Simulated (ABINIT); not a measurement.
# GaAs (F-43m): G0W0 with ABINIT, start to end, part 3 of 3

How does a plane-wave GW calculation on GaAs (F-43m) run from the first input to the gap?

ABINIT 10.8.3; PBE and many-body steps on it, plane waves. Known limits of the many-body steps: not at the basis limit; exchange with frozen shells missing; screening runs away on this mesh; no spin-orbit coupling; coarse k mesh.

So far. Step 4 (Empty states on the mesh, 4×4×4 mesh, 75 bands): On this mesh the gap is 0.513 eV. Step 5 (Screening, 4×4×4 mesh, 69 bands, screening to 130.6 eV): Local fields lower ε∞ by 6 %. The value itself is an artefact of the mesh, where one narrow direct gap carries too much weight.

### 6. Self-energy, 4×4×4 mesh, 69 bands, screening to 130.6 eV

The self-energy is evaluated for the states that the input lists, and the levels follow from it, in one-shot runs by the linearised quasiparticle equation.

This step: G0W0 on PBE, plane waves, norm-conserving pseudopotentials.

run.abi reads:

```
acell 3*1.0 Angstrom
rprim 
  0.000000000000 2.826850000000 2.826850000000
  2.826850000000 0.000000000000 2.826850000000
  2.826850000000 2.826850000000 0.000000000000
ntypat 2
znucl 31 33
natom 2
typat 1 2
xred 
  0.000000000000 0.000000000000 0.000000000000
  0.250000000000 0.250000000000 0.250000000000
pp_dirpath "pseudos"
pseudos "Ga.upf, As.upf"
ecut 38
ngkpt 4 4 4
nshiftk 1
shiftk 0 0 0
kptopt 1
chksymbreak 0
istwfk *1
occopt 1
irdwfk 1
optdriver 4
nband 69
gwcalctyp 0
ecutsigx 38
symsigma 1
nkptgw 1
kptgw 
  0.0000000000 0.0000000000 0.0000000000
bdgw 
  12 18
ecuteps 4.8
irdscr 1
ppmodel 1
indata_prefix "in"
outdata_prefix "out"
tmpdata_prefix "tmp"
```

Started as:

```console
OMP_NUM_THREADS=1 mpirun -n 4 abinit run.abi > log
```

Numbers of over 12 decimals in the logs are rounded to 6 here.

Output:

```text
.Version 10.8.3 of ABINIT. v10.8.2 released Aug 2026.

 Symmetries : space group F-4 3 m (#216); Bravais cF (face-center cubic)
[... echo of the input left out ...]
== DATASET  1 ==================================================================
-   mpi_nproc: 4, omp_nthreads: 1 (-1 if OMP is not activated)

--- !DatasetInfo
iteration_state: {dtset: 1, }
dimensions: {natom: 2, nkpt: 8, mband: 69, nsppol: 1, nspinor: 1, nspden: 1, mpw: 3479, }
cutoff_energies: {ecut:  38.0, pawecutdg:  -1.0, }
electrons: {nelect:   2.80000000E+01, charge:   0.00000000E+00, occopt:   1.00000000E+00, tsmear:   1.00000000E-02, }

 SIGMA: Calculation of the GW corrections

 Based on a program developped by R.W. Godby, V. Olevano, G. Onida, and L. Reining.
 Incorporated in ABINIT by V. Olevano, G.-M. Rignanese, and M. Torrent.
.Using double precision arithmetic ; gwpc =  8

[... cell and pseudopotentials left out ...]
--------------------------------------------------------------------------------

 ==== K-mesh for the wavefunctions ====
 Number of points in the irreducible wedge :     8
[... list of points left out ...]
 Together with 24 symmetry operations and time-reversal symmetry
 yields    64 points in the full Brillouin Zone.

 ==== Q-mesh for screening function ====
 Number of points in the irreducible wedge :     8
[... list of points left out ...]
 Together with 24 symmetry operations and time-reversal symmetry
 yields    64 points in the full Brillouin Zone.

 vcoul_init : cutoff-mode = AUXILIARY_FUNCTION
 q-points for optical limit:   1
     1)      0.000010    0.000020    0.000030
 setmesh: FFT mesh size selected  =    45x   45x   45
          total number of points  =        91125

 Number of electrons calculated from density =   28.0000; Expected =   28.0000
 average of density, n =  0.091838
 r_s =    1.3750
 omega_plasma =   29.2326 [eV]

 === KS Band Gaps ===
  >>>> For spin  1
   Minimum direct gap =   0.5137 [eV], located at k-point      :   0.0000  0.0000  0.0000
   Fundamental gap    =   0.5137 [eV], Top of valence bands at :   0.0000  0.0000  0.0000
                                       Bottom of conduction at :   0.0000  0.0000  0.0000
 SIGMA fundamental parameters:
 PLASMON POLE MODEL  1
 number of plane-waves for SigmaX                 3479
 number of plane-waves for SigmaC and W            169
 number of plane-waves for wavefunctions          3479
 number of bands                                    69
 number of independent spin polarizations            1
 number of spinorial components                      1
 number of k-points in IBZ                           8
 number of q-points in IBZ                           8
 number of symmetry operations                      24
 number of k-points in BZ                           64
 number of q-points in BZ                           64
 number of frequencies for dSigma/dE                 9
 frequency step for dSigma/dE [eV]                0.25
 number of omega for Sigma on real axis              0
 max omega for Sigma on real axis  [eV]           0.00
 zcut for avoiding poles [eV]                     0.10

 EPSILON^-1 parameters (SCR file):
 dimension of the eps^-1 matrix on file            169
 dimension of the eps^-1 matrix used               169
 number of plane-waves for wavefunctions          3479
 number of bands                                    69
 number of q-points in IBZ                           8
 number of frequencies                               2
 number of real frequencies                          1
 number of imag frequencies                          1

 matrix elements of self-energy operator (all in [eV])

 Perturbative Calculation

--- !SelfEnergy_ee
iteration_state: {dtset: 1, }
kpoint     : [   0.000,    0.000,    0.000, ]
spin       : 1
KS_gap     :    0.514
QP_gap     :    1.156
Delta_QP_KS:    0.642
data: !SigmaeeData |
     Band     E0 <VxcDFT>   SigX SigC(E0)      Z dSigC/dE  Sig(E)    E-E0       E
       12   4.024 -13.358 -15.769   1.610   0.795  -0.257 -13.995  -0.637   3.387
       13   4.024 -13.358 -15.769   1.610   0.795  -0.257 -13.995  -0.637   3.387
       14   4.024 -13.358 -15.769   1.610   0.795  -0.257 -13.995  -0.637   3.387
       15   4.538 -13.901 -10.298  -3.596   0.797  -0.255 -13.895   0.005   4.543
       16   7.763 -10.841  -6.854  -3.972   0.798  -0.253 -10.829   0.012   7.775
       17   7.763 -10.841  -6.854  -3.972   0.798  -0.253 -10.829   0.012   7.775
       18   7.763 -10.841  -6.854  -3.972   0.798  -0.253 -10.829   0.012   7.775

== END DATASET(S) ==============================================================
================================================================================

 -outvars: echo values of variables after computation  --------
           etotal      0.0000000000E+00
            nband          69
             nkpt           8
          spgroup         216
 [... the other variables as echoed above ...]

 Calculation completed.
```

Elapsed: 12 s, on 4 MPI ranks of Intel Xeon at 2.80GHz (Skylake/Cascade Lake), shared host; peak memory 0.59 GiB; 37 s of CPU time.

This step gave:

* G0W0 gap on the points computed: 1.156 eV
* starting gap on the mesh: 0.5135 eV
* k of the valence top: 0, 0, 0
* k of the conduction bottom: 0, 0, 0
* Z at the valence top: 0.795
* Z at the conduction bottom: 0.797
* least direct G0W0 gap on the computed points: 1.156 eV

The gap on the mesh goes from 0.51 eV to 1.16 eV, a correction of +0.64 eV.

Limits: finite bands, cutoff and mesh; exchange with frozen shells missing; no spin-orbit coupling; coarse k mesh. v1 is the top filled band, c1 the lowest empty one. Levels before and after the correction, in eV, zero at the valence-band top of each column:

```csv
,conduction bottom,valence top
Kohn-Sham,0.51,0.00
G0W0,1.16,0.00
```

```csv
,level,energy (eV)
Kohn-Sham,Γ v3-v1,0.000
Kohn-Sham,Γ c1,0.513
Kohn-Sham,Γ c2-c4,3.739
G0W0,Γ v3-v1,0.000
G0W0,Γ c1,1.156
G0W0,Γ c2-c4,4.388
```

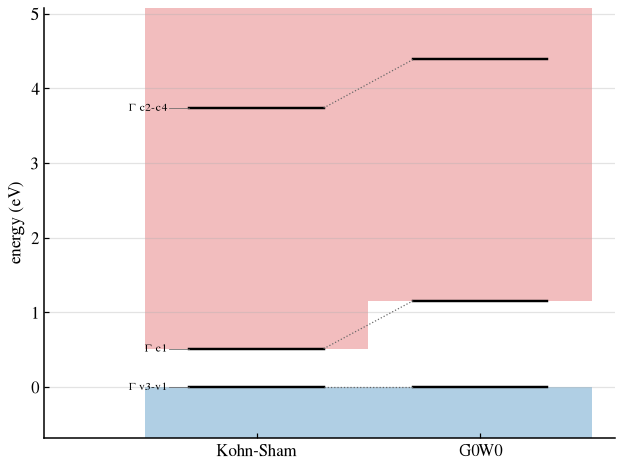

Levels before and after the correction. Shaded: valence and conduction bands.

### 7. Where the time went

Times are wall times on 4 MPI ranks of Intel Xeon at 2.80GHz (Skylake/Cascade Lake), shared host, good to a factor of about two.

```csv
step,time,share,memory (GiB)
ground state,45 s,21 %,0.34
bands along the symmetry lines,46 s,22 %,0.33
empty states on the mesh,53 s,25 %,0.32
screening,57 s,27 %,0.75
self-energy,12 s,6 %,0.59
```

### 8. Summary of results

```json
{
  "PBE gap": "0.51 eV, direct",
  "G0W0 gap on the mesh": "1.16 eV",
  "GW settings": "4×4×4 mesh, 69 bands, screening to 130.6 eV, Godby-Needs plasmon pole",
  "known limits": "not at the basis limit; exchange with frozen shells missing; screening runs away on this mesh; no spin-orbit coupling; coarse k mesh"
}
```

**Reading.** G0W0 moves the gap on the mesh from 0.51 eV to 1.16 eV (+0.64 eV), with Z of 0.80 and 0.80 at the edges. Local fields lower the RPA ε∞ on this mesh from 147.82 to 138.63; a Γ-centred mesh this coarse tends to raise both, most where the direct gap is narrow, while a short band sum lowers them. Only 1 of the mesh's irreducible points was corrected, so a valley elsewhere could overtake. Against experiment, by G0W0@PBE: the direct gap of 1.16 eV lies −0.35 eV from the measured 1.51 eV (exciton, 77 K, 2020); the direct gap of 1.16 eV lies −0.26 eV from the measured 1.42 eV (exciton, 300 K, 2014); the direct gap of 1.16 eV lies −0.26 eV from the measured 1.412 ± 0.01 eV (direct, 300 K, 2008); the direct gap of 1.16 eV lies −0.26 eV from the measured 1.418 ± 0.005 eV (direct, 300 K, 2008). An exciton line or allowed optical edge lies below the quasiparticle gap by the binding energy; a forbidden edge can push the onset above it. The calculation has static nuclei and no excitons; a measured gap holds zero-point and thermal motion, which mostly lowers it. Bands and cutoff are finite, so the gap is not at the basis limit. The miss can reach some tenths of an eV and take either sign; the mesh is an error of its own. In the G0W0 run levels were corrected at 1 k point alone, so a gap called «on the mesh» is the least over those, and an edge elsewhere would be missed. The 4×4×4 mesh is coarse for this cell, which bears on the long-range parts of exchange and screening. The norm-conserving file of at least one element keeps a d shell over frozen s and p shells of the same row. Exchange with those shells is missing from the self-energy, an error of 0.3 to 0.9 eV in cases checked, whose sign depends on which edge lies on those atoms. On this mesh the RPA ε∞ passes 90, more than nearly any semiconductor shows; a coarse mesh does this where one point with a narrow direct gap carries much weight. The screening is then too strong, and the G0W0 gap should not be taken as the material's. The many-body steps are scalar-relativistic: spin-orbit coupling is not in them.

[Paths, hosts, dates, memory and timing lines, banners, echoed tables and standing remarks are left out of the program output.]

[Logs are printed without paths, hosts, clocks, repeated set-up lines and the standing remarks that a program may print on its own settings, such as how far it seeks lower states.]

[Runs of the session that timed out or met a known fault of the program may be left out.]

[Hosts, paths, dates, database ids (printed as entryN), source tags and the programs' standing remarks are cut or masked in the printed files.]

[G0W0 gaps are taken among the corrected bands and points alone; a level outside them can change the order at an edge.]

[Where Ansatz stands beside ABINIT at settings called matched, ABINIT's density can come from a denser mesh and the files from another edition; pairs whose starting gaps differed by over 0.03 eV were left out, so agreement reads better than it is.]
